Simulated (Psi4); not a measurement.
**CCSD(T)/jun-cc-pVDZ (sweep point 2) run of SiSe (SMILES [Si][Se])**

What is the vertical ionisation energy of SiSe at CCSD(T)/jun-cc-pVDZ (sweep point 2)? 

The calculation is run with Psi4 1.11.

## (1) The molecule

The species is SiSe (2 atoms), meant as a singlet with charge 0. As SMILES, `[Si][Se]`. The shape comes from GFN2-xTB, which is rough for such elements, and wasn't checked as a minimum.

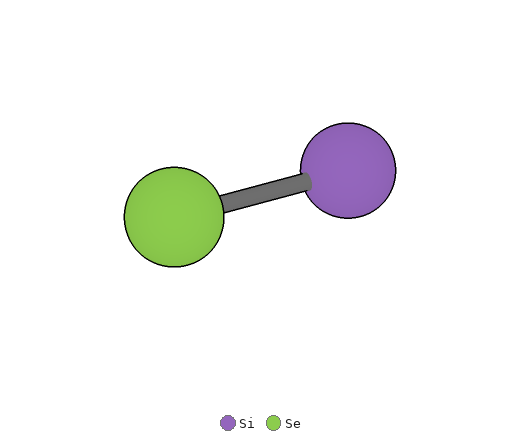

The structure, seen from a chosen angle (silicon purple, selenium green).

## (2) The energy at CCSD(T)/jun-cc-pVDZ (sweep point 2)

job.in

```
memory 1600 mb

molecule {
  Si     0.000000     0.000000     0.000000
  Se     0.000000     0.000000     2.124530
  symmetry c1
}

set {
  basis jun-cc-pVDZ
  reference rhf
  puream true
  scf_type pk
  num_frozen_docc 14
}

energy("ccsd(t)")
print_variables()
```

Started as:

```console
$ psi4 job.in job.out -n 1
```

job.out:

```text
[...]
  Running in c1 symmetry.
[...]
  Nuclear repulsion =  118.561918296715035
[...]
  Multiplicity = 1
[...]
  Nalpha       = 24
  Nbeta        = 24
[...]
    Number of basis functions: 53
[...]
   @RHF iter   1: -2688.35218667817480   -3.02590e+00   1.69202e-02 DIIS/ADIIS
[...]
   @RHF iter  11: -2688.76174422954546   -1.13687e-11   4.24709e-09 DIIS
[...]
    Orbital Energies [Eh]
    ---------------------
    Doubly Occupied:
       1A   -460.877577     2A    -68.863077     3A    -60.675121
       4A    -54.277163     5A    -54.277163     6A    -54.276913
       7A     -8.912752     8A     -6.644185     9A     -6.642790
      10A     -6.642790    11A     -6.204279    12A     -4.305038
      13A     -4.305038    14A     -4.304304    15A     -2.625796
      16A     -2.624192    17A     -2.624192    18A     -2.623208
      19A     -2.623208    20A     -0.893597    21A     -0.574099
      22A     -0.378457    23A     -0.359877    24A     -0.359877
[...]
  @RHF Final Energy: -2688.76174422954546
   => Energetics <=
    Nuclear Repulsion Energy =            118.5619182967150351
    One-Electron Energy =               -3980.8579390242684894
    Two-Electron Energy =                1173.5342764980077845
    Total Energy =                      -2688.7617442295454566
[...]
 Multipole Moments:
 ------------------------------------------------------------------------------------
     Multipole            Electronic (a.u.)      Nuclear  (a.u.)        Total (a.u.)
 ------------------------------------------------------------------------------------
 L = 1.  Multiply by 2.5417464519 to convert [e a0] to [Debye]
 Dipole X            :          0.0000000            0.0000000            0.0000000
 Dipole Y            :         -0.0000000            0.0000000           -0.0000000
 Dipole Z            :          5.2725952           -6.2370844           -0.9644892
 Magnitude           :                                                    0.9644892
[...]
      * MP2 total energy                      = -2688.969212191001134
[...]
      * CCSD total energy                     = -2688.987603399694763
[...]
      * CCSD(T) total energy                  = -2688.999863026707771
[...]
```

Wall time 13 s (1 thread of Intel Xeon 6975P-C (Granite Rapids), shared host); peak memory 0.42 GiB.

## (3) The doublet cation, same level

input.dat

```
memory 1.6 GB

molecule {
  1 2
  Si     0.000000     0.000000     0.000000
  Se     0.000000     0.000000     2.124530
  symmetry c1
}

set basis jun-cc-pVDZ
set reference uhf
set puream true
set scf_type pk
set num_frozen_docc 14
set maxiter 150

energy_value, wavefunction = energy("ccsd(t)", return_wfn=True)
print_variables()
```

Started as:

```console
$ psi4 -i input.dat -o output.dat -n 1
```

output.dat:

```text
[...]
  Running in c1 symmetry.
[...]
  Nuclear repulsion =  118.561918296715035
[...]
  Multiplicity = 2
[...]
  Nalpha       = 24
  Nbeta        = 23
[...]
    Number of basis functions: 53
[...]
   @UHF iter   1: -2687.90390248506719   -2.57761e+00   1.74713e-02 DIIS/ADIIS
[...]
   @UHF iter  21: -2688.41515957846286   -1.49612e-10   2.50892e-09 DIIS
[...]
   @S^2 Observed:                8.531547556E-01
[...]
    Orbital Energies [Eh]
    ---------------------
    Alpha Occupied:
       1A   -461.158593     2A    -69.165722     3A    -60.954376
       4A    -54.559110     5A    -54.556143     6A    -54.556143
       7A     -9.194059     8A     -6.933923     9A     -6.920449
      10A     -6.920449    11A     -6.501915    12A     -4.609187
      13A     -4.599111    14A     -4.599111    15A     -2.912485
      16A     -2.907318    17A     -2.907318    18A     -2.896631
      19A     -2.896631    20A     -1.184431    21A     -0.861120
      22A     -0.687054    23A     -0.620349    24A     -0.620349
    Alpha Virtual:
      25A     -0.223687    26A     -0.223687    27A     -0.104442
[...]
  @UHF Final Energy: -2688.41515957846286
   => Energetics <=
    Nuclear Repulsion Energy =            118.5619182967150351
    One-Electron Energy =               -3967.5030890892476236
    Two-Electron Energy =                1160.5260112140695128
    Total Energy =                      -2688.4151595784628626
  UHF NO Occupations:
  HONO-2 :   22  A 1.9844199
  HONO-1 :   23  A 1.9802239
[...]
 Multipole Moments:
 ------------------------------------------------------------------------------------
     Multipole            Electronic (a.u.)      Nuclear  (a.u.)        Total (a.u.)
 ------------------------------------------------------------------------------------
 L = 1.  Multiply by 2.5417464519 to convert [e a0] to [Debye]
 Dipole X            :         -0.0000000            0.0000000           -0.0000000
 Dipole Y            :          0.0000000            0.0000000            0.0000000
 Dipole Z            :          3.9798400           -6.2370844           -2.2572444
 Magnitude           :                                                    2.2572444
[...]
      * MP2 total energy                      = -2688.600054060890216
[...]
      * CCSD total energy                     = -2688.622875081094662
[...]
      * CCSD(T) total energy                     = -2688.635910400423199
[...]
```

Run time: 13 s. Hardware: 1 thread of Intel Xeon 6975P-C (Granite Rapids), shared host; peak memory 0.42 GiB.

## (4) Outcome

At CCSD(T)/jun-cc-pVDZ (sweep point 2), 14 core orbitals frozen:

```
                                                                  quantity           value
                                                singlet SiSe: total energy  -2688.99986 Eh
                         singlet SiSe: HOMO energy (Hartree–Fock orbitals)        -9.79 eV
                         singlet SiSe: LUMO energy (Hartree–Fock orbitals)         0.09 eV
                       singlet SiSe: HOMO–LUMO gap (Hartree–Fock orbitals)         9.88 eV
                singlet SiSe: correlation energy (14 core orbitals frozen)      -238.1 mEh
                                              singlet SiSe: (T) correction      -12.26 mEh
                                               singlet SiSe: T1 diagnostic           0.022
                                              doublet cation: total energy  -2688.63591 Eh
doublet cation: HOMO energy (Hartree–Fock orbitals) (highest over α and β)       -16.16 eV
 doublet cation: LUMO energy (Hartree–Fock orbitals) (lowest over α and β)        -8.63 eV
              doublet cation: correlation energy (14 core orbitals frozen)      -220.8 mEh
                                            doublet cation: (T) correction      -13.04 mEh
                         doublet cation: ⟨S²⟩ of the reference determinant           0.853
                                             doublet cation: T1 diagnostic           0.051
                        vertical ionisation energy (to the doublet cation)        9.904 eV
```

What this shows: Removing an electron at fixed nuclei costs 9.90 eV (956 kJ/mol). The T1 diagnostic (singlet SiSe) of 0.022 is above the customary mark for such species, so a single reference may not serve. The triples (singlet SiSe) make up 5.1 % of the correlation energy. ⟨S²⟩ (doublet cation) is 0.85 where a pure doublet has 0.75: the reference is spin-contaminated. The T1 diagnostic (doublet cation) of 0.051 is above the customary mark for such species, so a single reference may not serve. The triples (doublet cation) make up 5.9 % of the correlation energy.
